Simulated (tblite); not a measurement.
**Geometry relaxation, with input and output: C5H8GeN2 (part 4 of 4)**

Continued. System: C5H8GeN2, SMILES [NH2][GeH2][c]1ccccn1. Method: GFN2-xTB geometry optimisation, gas phase (tblite 0.8.0). It belongs to a series of runs on one base structure; here: H on Ge replaced by 2-pyridyl.

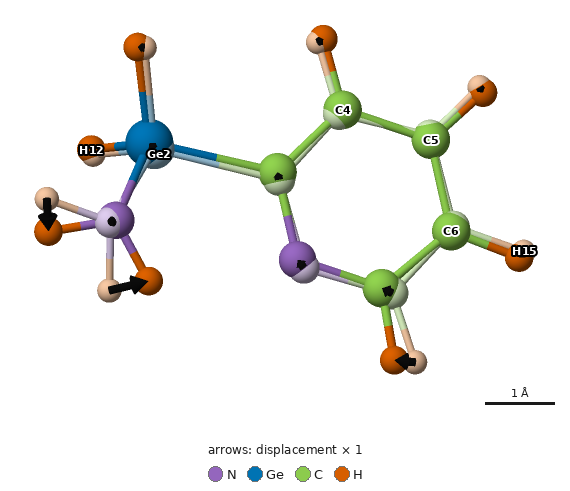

*Start (faint) and end (solid) with the displacements as black arrows, at true length (ball-and-stick view, seen at a tilt). The two geometries are laid on each other by the best rigid fit.*

The largest move after the best rigid fit is that of H9, 0.61 Å. Largest moves by element: H 0.61 Å, C 0.17 Å, N 0.15 Å, Ge 0.11 Å. Among the contacts that change: N1–Ge2 1.885 → 1.805 Å, Ge2–H11 1.577 → 1.506 Å, Ge2–C3 1.912 → 1.959 Å, C7–N8 1.368 → 1.321 Å. Among the angles that change: Ge2–N1–H10 108.8° → 118.5°, N8–C7–H16 121.7° → 115.7°, C7–C6–H15 115.1° → 120.7°. After 58 geometry steps the energy has fallen by 33.7 kJ/mol. The largest force component goes from 2 to 0.01 eV/Å. (Atoms are counted from 1 in the order of the input.)

This output came from the following input.

Input file:
```
{"job": {"kind": "relax", "xc": "GFN2-xTB", "basis": "xTB"}, "charge": 0, "multiplicity": 1}
N      2.953200     0.885200    -0.312100
Ge     1.907900    -0.682000    -0.256400
C      0.069800    -0.204400    -0.037400
C     -0.778400    -1.017500     0.675000
C     -2.117500    -0.670300     0.836500
C     -2.515900     0.507900     0.221300
C     -1.653500     1.319100    -0.498900
N     -0.342500     0.947200    -0.617100
H      2.729100     1.468400    -1.133400
H      3.947200     0.620600    -0.294100
H      2.457300    -1.473100     0.991900
H      2.152300    -1.583500    -1.472700
H     -0.423000    -1.940000     1.150400
H     -2.817000    -1.271000     1.380100
H     -3.552200     0.873700     0.290400
H     -2.024300     2.228700    -0.934800
```

The first line tells a small driver script what to run in tblite; the rest is the geometry in Å.

Command:
```bash
OMP_NUM_THREADS=1 python <driver script> task.json out
```

Results in brief:

- outcome: converged
- total energy: −612.9815 eV
- hardware: 1 CPU thread, shared host
- wall time: 0.64 s
- peak memory: 0.18 GiB
